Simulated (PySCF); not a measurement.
**Atomic calculation, with input and output: Yb²⁺**

- system: Yb²⁺, configuration 1s2 2s2 2p6 3s2 3p6 3d10 4s2 4p6 4d10 4f13 5s2 5p6 6s1, multiplicity 3.
- method: unrestricted B2PLYP, x2c-TZVPPall, spin-free X2C-1e, Gaussian nucleus (PySCF)

### Output (extracts)
```
damping factor = 0
level_shift factor = 0
DIIS = <class 'pyscf.scf.diis.CDIIS'>
diis_start_cycle = 1
diis_space = 10
diis_damp = 0
SCF conv_tol = 1e-09
SCF conv_tol_grad = None
number electrons alpha = 35  beta = 33
XC functionals = 0.53*HF + 0.47*B88, 0.73*LYP
    A. D. Becke.,  Phys. Rev. A 38, 3098 (1988)
    C. Lee, W. Yang, and R. G. Parr.,  Phys. Rev. B 37, 785 (1988)
    B. Miehlich, A. Savin, H. Stoll, and H. Preuss.,  Chem. Phys. Lett. 157, 200 (1989)
cycle= 1 E= -14057.6172561169  delta_E= -0.0113  |g|= 0.251  |ddm|= 0.248
cycle= 2 E= -14057.6099686671  delta_E= 0.00729  |g|= 0.416  |ddm|= 0.217
cycle= 3 E= -14057.6219208347  delta_E= -0.012  |g|= 0.00469  |ddm|= 0.105
cycle= 4 E= -14057.6219262097  delta_E= -5.38e-06  |g|= 0.00285  |ddm|= 0.00635
cycle= 5 E= -14057.6219285097  delta_E= -2.3e-06  |g|= 0.000411  |ddm|= 0.00442
cycle= 6 E= -14057.6219300003  delta_E= -1.49e-06  |g|= 0.000324  |ddm|= 0.00424
cycle= 7 E= -14057.6219327489  delta_E= -2.75e-06  |g|= 7.25e-05  |ddm|= 0.0145
cycle= 8 E= -14057.6219328672  delta_E= -1.18e-07  |g|= 5.96e-06  |ddm|= 0.00363
cycle= 9 E= -14057.6219328673  delta_E= -5.46e-11  |g|= 3.99e-07  |ddm|= 6.31e-05
converged SCF energy = -14057.6219328673  <S^2> = 2.0003741  2S+1 = 3.0002494
```

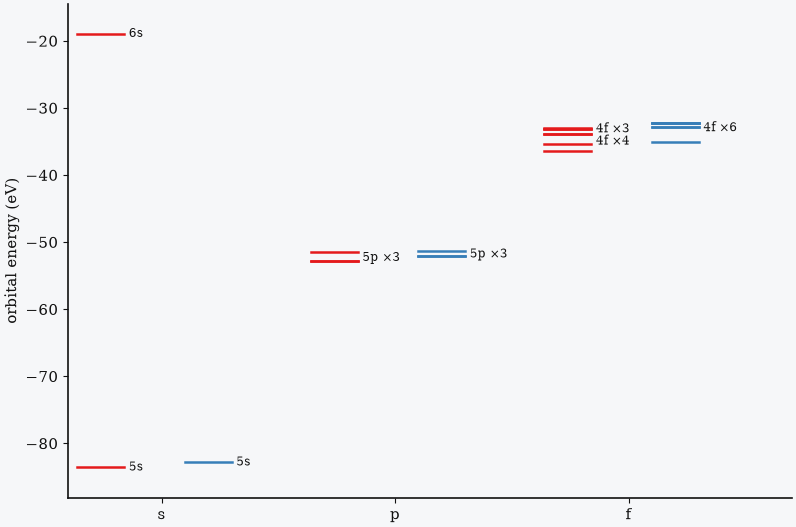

*Orbital energies of the mean field, from the top down to −83.6 eV, by angular momentum, α spin at the left of each column and β at the right; ×n counts the orbitals under one label.*

The highest filled orbital is 6s α at −19.0 eV, the lowest empty one f β at −15.4 eV.

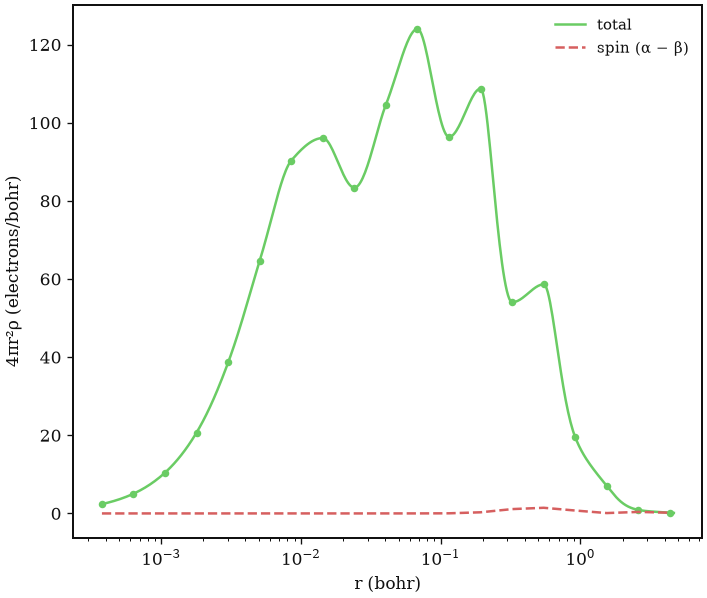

*Spherically averaged radial density 4πr²ρ of the mean field and its spin part; markers are the stored points, which are sparse, and the line is a monotone interpolation between them.*

The largest stored value is 124 electrons/bohr at r = 0.068 bohr. Root-mean-square radii of the shells: 4p 0.552, 4d 0.603, 4f 0.823, 5s 1.27, 5p 1.50, 6s 3.39 bohr.

### Input file
```python
from pyscf import gto, scf, dft, mp, cc
import basis_set_exchange as bse
mol = gto.M(atom="Yb 0 0 0", charge=2, spin=2, symmetry="D2h",
            basis=gto.basis.parse(bse.get_basis("x2c-TZVPPall", elements=["Yb"], fmt="nwchem", header=False)),
            nucmod="G")
mf = dft.UKS(mol, xc="0.53*HF + 0.47*B88, 0.73*LYP").sfx2c1e()
mf.irrep_nelec = {'Ag': (10, 9), 'B1g': (2, 2), 'B2g': (2, 2), 'B3g': (2, 2), 'Au': (1, 1), 'B1u': (6, 6), 'B2u': (6, 6), 'B3u': (6, 5)}
mf.kernel()
```

The script is an equivalent of what the driver set up; the driver started from orbitals of its own, so the log can be shorter than this script's would be, and it computed the properties (radii, ⟨L²⟩, response) afterwards. It held the occupations shell by shell, which the script's counts by irreducible representation don't always enforce. The second-order step of the double hybrid, with the core frozen, followed the SCF and isn't in the script.

The run was one of a batch that the task file lists, launched with:
```bash
OMP_NUM_THREADS=1 python <driver script> TASK.json OUT
```

### Results in brief

- outcome: converged
- total energy: −14057.9412 hartree
- mean-field energy: −14057.6219 hartree
- second-order correlation (valence shells only, unscaled; the total energy holds 0.27 of it): −1.182344 hartree
- ⟨S²⟩: 2.000
- ⟨L²⟩: 12.01
- SCF iterations: 9
- hardware: 1 thread of Arm Neoverse V2, 23 GiB of memory available, shared host
- wall time: 10 s

### Remarks

Radii and densities are those of the two-component orbitals, without the picture-change correction, so the innermost s shells come out slightly too small (about 1 % for 1s near Z = 40, more for heavier atoms). This is not the ground configuration of the species.
